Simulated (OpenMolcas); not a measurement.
```
&GATEWAY
Basis set
Pm.ANO-RCC-VDZP.
Pm1 0.0 0.0 0.0 Angstrom
End of basis
Basis set
O.ANO-RCC-VDZP.
L1 2.265000 0.000000 0.000000 Angstrom
L2 0.000000 2.265000 0.000000 Angstrom
L3 0.000000 0.000000 2.265000 Angstrom
End of basis
Basis set
Ca.EMB-AIMP.Pascual.13s7p.1s1p.ECP.CaO.
PseudoCharge
* 3 symmetry-unique lattice sites within 7.6 angstrom
End of basis
Basis set
Ca.EMB-AIMP.Pascual.0s.0s.ECP.CaO.
PseudoCharge
* 24 symmetry-unique lattice sites within 7.6 angstrom
End of basis
Basis set
O.EMB-AIMP.Pascual.0s.0s.ECP.CaO.
PseudoCharge
* 31 symmetry-unique lattice sites within 7.6 angstrom
End of basis
Symmetry
XYZ
AngMom=0.0 0.0 0.0
AMFI
RICD
XField
1037 Angstrom 0
* Evjen-weighted lattice charges
&SEWARD
&RASSCF
FileOrb=start.orb
Symmetry=1
Spin=5
nActEl=4 0 0
Inactive=30 27
Ras2=0 7
CIRoot=35 35 1
SDav=35
CIMx=300
Iter=150 100
PrWF=0.3
OrbListing=Nothing
MaxOrb=0
LevShft=1.0
>>> COPY $Project.JobIph JOB001
&RASSCF
FileOrb=start.orb
Symmetry=1
Spin=3
nActEl=4 0 0
Inactive=30 27
Ras2=0 7
CIRoot=162 162 1
SDav=210
CIMx=300
Iter=150 100
PrWF=0.3
OrbListing=Nothing
MaxOrb=0
CIOnly
LevShft=1.0
>>> COPY $Project.JobIph JOB002
&RASSCF
FileOrb=start.orb
Symmetry=1
Spin=1
nActEl=4 0 0
Inactive=30 27
Ras2=0 7
CIRoot=162 162 1
SDav=196
CIMx=300
Iter=150 100
PrWF=0.3
OrbListing=Nothing
MaxOrb=0
CIOnly
LevShft=1.0
>>> COPY $Project.JobIph JOB003
&RASSI
NrOfJobIphs=3 32 106 31
1 2 3 4 5 6 7 8 9 10 11 12 13 14 15 16 17 18 19 20 21 22 23 24 25 26 27
28 29 30 31 32
1 2 3 4 5 6 7 8 9 10 11 12 13 14 15 16 17 18 19 20 21 22 23 24 25 26 27
28 29 30 31 32 33 34 35 36 37 38 39 40 41 42 43 44 45 46 47 48 49 50 51
52 53 54 55 56 57 58 59 60 61 62 63 64 65 66 67 68 69 70 71 72 73 74 75
76 77 78 79 80 81 82 83 84 85 86 87 88 89 90 91 92 93 94 95 96 97 98 99
100 101 102 103 104 105 106
1 2 3 4 5 6 7 8 9 10 11 12 13 14 15 16 17 18 19 20 21 22 23 24 25 26 27
28 29 30 31
IphNames
JOB001
JOB002
JOB003
EJob
SpinOrbit
DIPRint=1.0
SOCoupling=1000.0
Subsets=2
Property=9
'ANGMOM' 1 'ANGMOM' 2 'ANGMOM' 3 'MLTPL  1' 1 'MLTPL  1' 2 'MLTPL  1' 3
'AMFI' 1 'AMFI' 2 'AMFI' 3
SOProperty=3
'ANGMOM' 1 'ANGMOM' 2 'ANGMOM' 3
```

Command:
```bash
OMP_NUM_THREADS=1 MOLCAS_MEM=2457 MOLCAS_PROJECT=a pymolcas a.inp > a.log  # once for each step of the input, in one work folder
```

Computed with OpenMolcas: state-averaged CASSCF, active space 4 electrons in the shell 4f, basis ANO-RCC-VDZP on all atoms, DKH2 scalar Hamiltonian, spin-orbit coupling by RASSI with atomic mean-field integrals. Powder susceptibility by Van Vleck's formula.

Pm³⁺ (4f⁴) as a dopant in CaO, a cluster with its 6 nearest O²⁻ at 2.265 Å (octahedron) embedded in model potentials and point charges; the geometry was set, not optimised. The cluster and the levels that result:

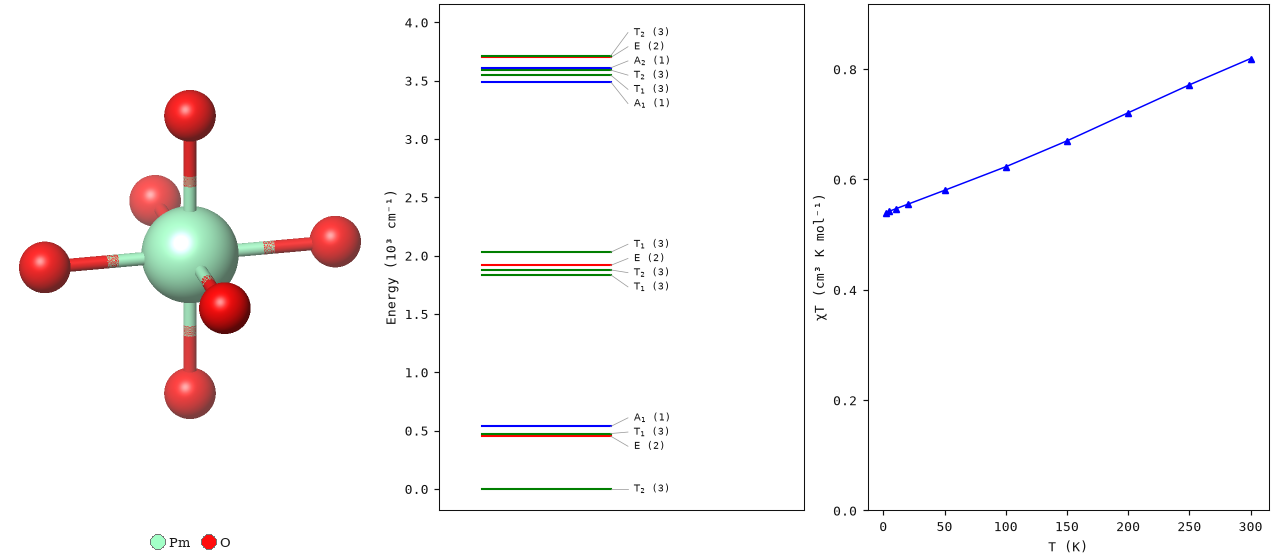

Labels give the representation in O, Td, D4 or D3 as the site allows (double group for half-integer spin) where it could be assigned and, in brackets, the degeneracy; spin-free states, where drawn, share the zero of the spin-orbit levels.

The ground level is T₂, 3-fold degenerate, 98 % from states of spin multiplicity 5, effective J = 3.99, with |mJ| = 3 the largest share (58 %). The next level lies at 451 cm⁻¹ (E). The lowest J multiplet spreads over 535 cm⁻¹. χT is 0.540 cm³ K mol⁻¹ at 2 K and 0.819 at 300 K, an effective moment of 2.56 μB. The active orbitals hold 99 to 100 % metal character (Löwdin), and the Mulliken charge of the metal is +2.37.

Known limits: high states of lower spin left out of the spin-orbit mixing; the geometry is set by hand, with no relaxation and no charge compensation; spin-free states above about 39,000 cm⁻¹ are left out of the spin-orbit step.
